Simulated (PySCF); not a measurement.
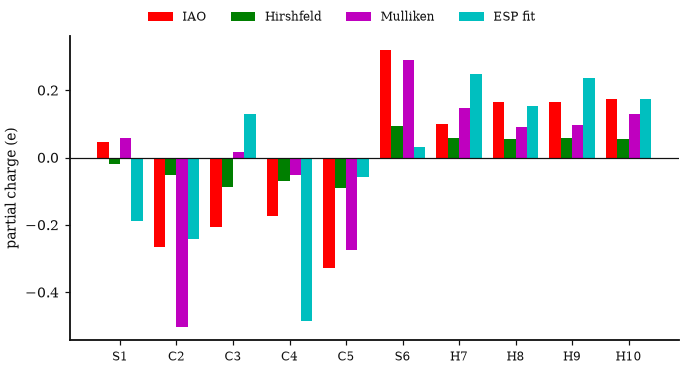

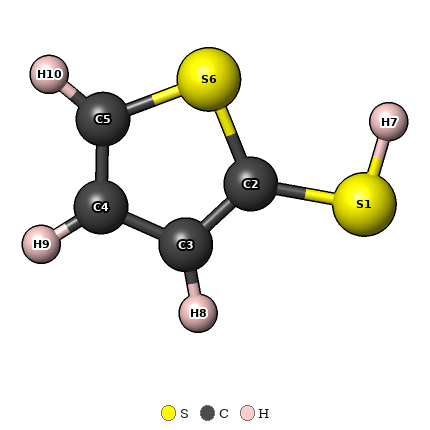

Atomic charges of C₄H₄S₂, SMILES Sc1cccs1 by 4 schemes, PBE0/pcSseg-1 with PySCF 2.14.0, at a GFN2-xTB geometry (no frequency check).

On which atom do the schemes disagree most?

On C2: IAO −0.27, Hirshfeld −0.05, Mulliken −0.50, ESP fit −0.24 e.

Which scheme gives the smallest charges overall?

Hirshfeld: mean absolute charge Hirshfeld 0.06, Mulliken 0.17, ESP fit 0.19, IAO 0.19 e.

Known limits of this run: the tight-binding geometry is rougher than a DFT one and adds to the error.
